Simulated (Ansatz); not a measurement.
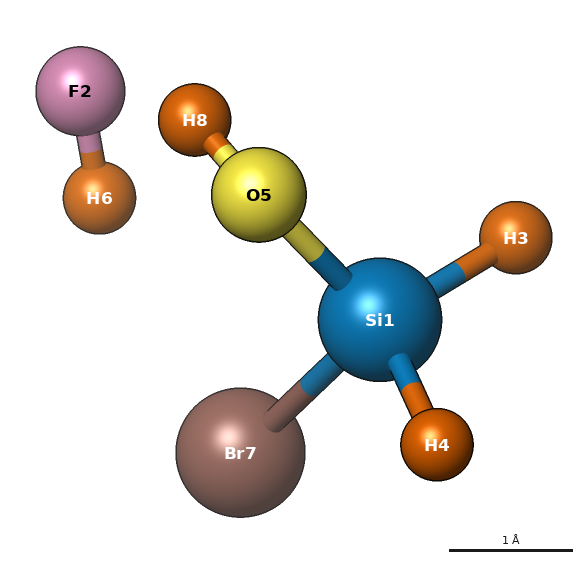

Computed geometry: PBE0-D4/def2-TZVP optimisation.

Which hydrogen bonds does the structure hold? Count O, N, F, S and Cl donors.

```
    D–H···A  D–H (Å)  H···A (Å)  angle (°)            kind
F2–H6···Br7     0.93       2.38        150  intermolecular
 O5–H8···F2     0.97       2.00        144  intermolecular
```
